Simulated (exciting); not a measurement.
Two BSE runs for the O K edge of TaAgO3, space group R-3c. Run A: exciting, all-electron LAPW+lo, LDA, exchange and screened direct term (singlet BSE), 2×2×2 shifted k points, 52 conduction bands, |G+q| up to 3 bohr⁻¹, full RPA screening with nempty = 86, Lorentzian half width 0.45 eV. Run B differs in one setting: k mesh, kernel cutoff, basis, band set, screening or width.

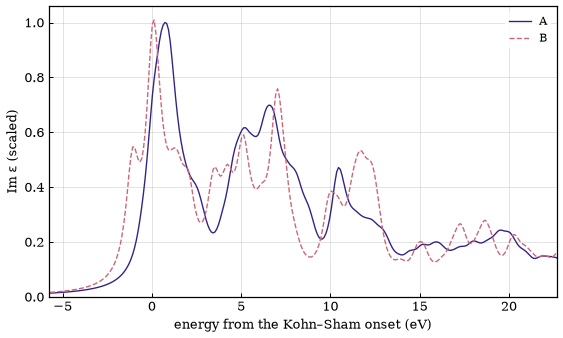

Energy from the Kohn–Sham onset, core level to the lowest empty state found on the meshes used; one zero for both, scaled to A's maximum.

**Question.** Which is the likeliest?

The k mesh from 2×2×2 to 1×1×1. The spectrum differs from run A by 35 % r.m.s. The highest maximum lies at 0.1 eV (1.01), against 0.7 eV (1.00). The first bright state moves from -0.51 to -1.08 eV. The lowest bare transition of this run lies at 0.67 eV, against 0.19. A coarse mesh samples few band energies, and it inflates the long-range part of the attraction. Other settings could leave a like mark; this is the change that was made.

[Hosts, paths, dates, database ids (printed as entryN), source tags and the programs' standing remarks are cut or masked in the printed files.]
